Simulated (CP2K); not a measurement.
Band structure of YAlSi (Cmcm, 6 atoms in the cell).

```yaml
crystal:
  lattice:
    - [5.53917, 0.00000, 0.00000]
    - [-4.10913, 3.71448, 0.00000]
    - [0.00000, 0.00000, 5.70503]
  atoms:
    - { symbol: Y, position: [0.30520, 0.69480, 0.25000] }
    - { symbol: Y, position: [0.69480, 0.30520, 0.75000] }
    - { symbol: Al, position: [0.00000, 0.00000, 0.50000] }
    - { symbol: Al, position: [0.00000, 0.00000, 0.00000] }
    - { symbol: Si, position: [0.40169, 0.59831, 0.75000] }
    - { symbol: Si, position: [0.59831, 0.40169, 0.25000] }
```

Computed with PBEsol, GPW, DZVP-MOLOPT-SR-GTH basis, GTH-PBE potentials (GTH_POTENTIALS) in CP2K 2026.2.

Settings: CUTOFF = 500 Ry; REL_CUTOFF = 50 Ry; SMEAR/METHOD = FERMI_DIRAC; ELECTRONIC_TEMPERATURE = 1160.45 K; KPOINTS/SCHEME = MONKHORST-PACK 6 6 4; GAMMA_CENTERED = T; XC_FUNCTIONAL = PBE:PBESOL; Y/BASIS_SET = DZVP-MOLOPT-SR-GTH; Y/POTENTIAL = GTH-PBE-q11; Al/BASIS_SET = DZVP-MOLOPT-SR-GTH; Al/POTENTIAL = GTH-PBE-q3; Si/BASIS_SET = DZVP-MOLOPT-SR-GTH; Si/POTENTIAL = GTH-PBE-q4; METHOD = GPW.

The starting cell comes from a database of computed structures (which also holds hypothetical and non-ambient phases and stackings), without a prior relaxation at this level. Values carry the incompleteness of an atom-centred basis. The potentials were made for another functional than the one used.

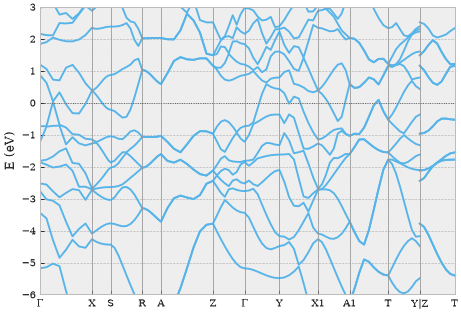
Fig. 1. Bands along the path, energies from the Fermi level.

Levels in eV from the Fermi level, bands 15 to 20:
```tsv
point	15	16	17	18	19	20
Γ	-1.86	-1.82	-1.22	-0.74	0.86	1.19
X	-2.71	-2.69	-1.28	-1.15	0.38	0.38
S	-2.64	-2.03	-1.87	-1.05	-0.22	0.87
R	-2.03	-2.03	-1.07	-1.07	1.02	1.02
A	-1.61	-1.61	-1.04	-1.04	0.58	0.58
Z	-2.12	-2.12	-0.97	-0.97	1.16	1.16
Y	-1.62	-1.33	-0.37	0.43	0.79	1.60
X1	-2.71	-2.69	-1.28	-1.15	0.38	0.38
A1	-1.61	-1.61	-1.04	-1.04	0.58	0.58
T	-1.56	-1.56	-0.53	-0.53	1.15	1.15
```

Bands cross the Fermi level along this path, so the cell is metallic at this level.

Higher empty bands are left out: an atom-centred basis made for the valence describes them poorly.
